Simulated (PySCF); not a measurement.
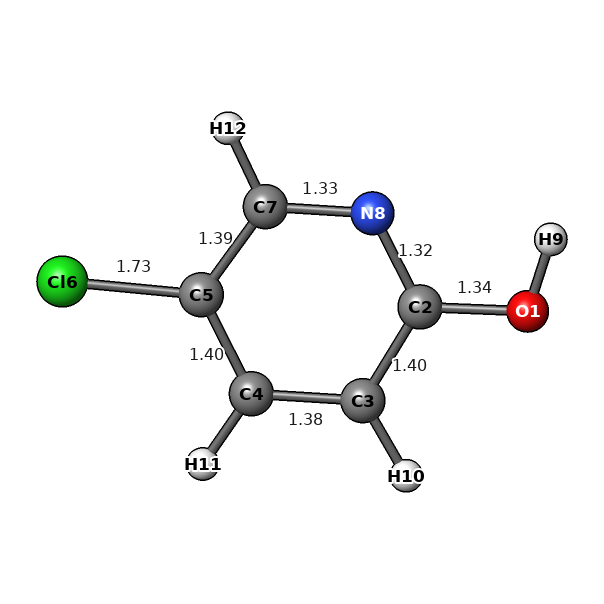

The numbers beside the sticks are distances in Å. Sticks don't show bond order. The computed structure is the end point of a PBE0-D3(BJ)/def2-SVP optimisation. No frequency run is at hand to confirm it as a minimum.

Question: Assign a bond order to each marked bond.

Answer: O1–C2 single; C2–C3 aromatic; C2–N8 aromatic; C3–C4 aromatic; C4–C5 aromatic; C5–Cl6 single; C5–C7 aromatic; C7–N8 aromatic.

Question: Write the SMILES.

Answer: Oc1ccc(Cl)cn1
